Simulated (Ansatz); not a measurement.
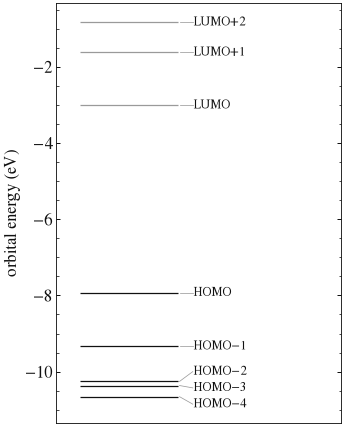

Kohn-Sham orbital energies near the frontier, B3LYP/def2-TZVPP, the Ansatz code 0.2.0, at a PBE0-D4/def2-TZVP geometry (a minimum by its frequencies), isolated molecule; empty levels in grey, levels within 0.03 eV side by side.

> Which molecule has this level scheme?
A. CH₄O₂Sn, SMILES C[O][Sn][OH], singlet
B. InHSeF₂, SMILES [F][In]([F])[SeH], singlet
C. C₂H₈Ge, SMILES C[CH2][GeH3], singlet

B. HOMO −7.93 eV, LUMO −3.01 eV, separation 4.92 eV.

Known limits of this run: core potentials past krypton; no scalar relativity up to krypton; spin-orbit coupling is left out, and with Se and In it can shift these levels and split any degenerate set.
